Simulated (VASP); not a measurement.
Band structure of Cd4TeSe3 (space group Pmm2). Method: modified Becke-Johnson potential (mBJ), VASP's PBE PAW potentials (set 64) (plane waves; VASP).

mBJ is a potential without an energy functional, so only the levels count. Unless said otherwise, spin-orbit coupling is left out, though it shifts the bands of the heavy elements here.

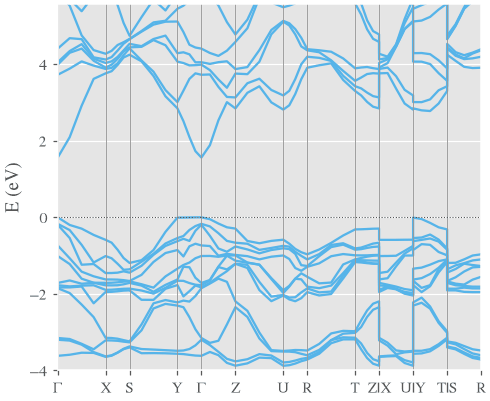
Bands along high-symmetry lines, zero at the valence-band maximum or, without a gap, the Fermi level

Read the plot: is there a gap, and where are the band edges?

The gap is direct, 1.56 eV, from the valence maximum at Γ to the conduction minimum at Γ.

The structure comes from a computed database's Cd4TeSe3 entry (Pmm2); how it stands against other phases isn't given here. It was relaxed first. The cell's shape comes from a PBE relaxation.
